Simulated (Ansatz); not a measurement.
Hypothetical zinc blende LuP: response to strain

Start from LuP in the zinc blende structure (space group F-43m, No. 216; a = 6.1371 Å; a hypothetical phase, not in the database extracts checked).

Strains are applied to the cell and any free atomic positions relax.

Method: r2SCAN, PAW, 500 eV (Ansatz, a quantum-chemistry and plane-wave program; without spin-orbit coupling).

Notes on the quantities. energy relative to the base: free energy F.

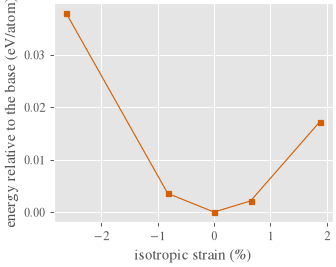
Energy relative to the base against isotropic strain

Problem. From the plot, what is the energy relative to the base for isotropic strain −0.82 %?

Solution. About 0.004 eV/atom.

Problem. Is the trend monotonic over the range shown?

Solution. No, it turns within the range, spanning 0 meV/atom to +38 meV/atom.

Whether these cells are dynamically stable was not tested.
